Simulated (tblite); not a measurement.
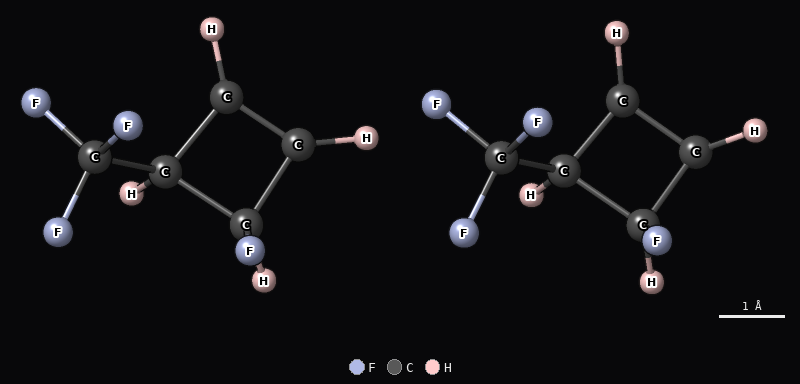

Two geometries of C$_{5}$H$_{4}$F$_{4}$ (charge +1, multiplicity 2), drawn at one scale. One is the start of a relaxation, the other its converged end. A ball-and-stick model, seen from a free direction.

All numbers below come from tblite 0.8.0, GFN2-xTB geometry optimisation, gas phase. 

### Which geometry has the lower energy?

The left one is the relaxed one. Over 52 geometry steps the energy falls by 0.775 eV. The largest move after the best rigid fit is that of an H atom, 0.54 Å. By element the largest moves are H 0.54 Å, C 0.24 Å, F 0.20 Å. Some distances before and after: C–C 1.496 → 1.572 Å, C–C 1.469 → 1.535 Å, C–C 1.407 → 1.343 Å, C–C 1.456 → 1.505 Å. Among the angles between lasting bonds that change: C–C–H 125.9° → 137.8°, C–C–H 124.6° → 135.5°, F–C–C 110.2° → 117.8°.
